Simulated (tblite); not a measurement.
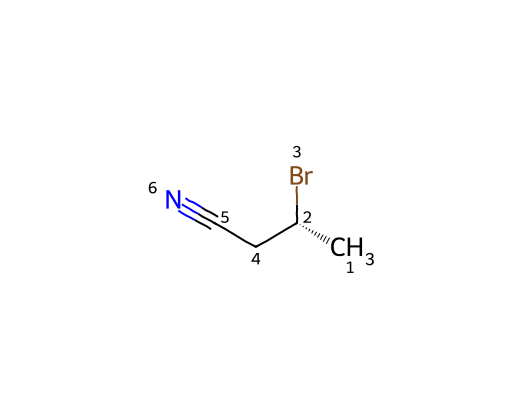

A structural formula, with wedges where it has stereocentres; small numbers name the atoms. The configuration is that of a computed structure (GFN2-xTB).

**Assign CIP descriptors.**

C2: R.
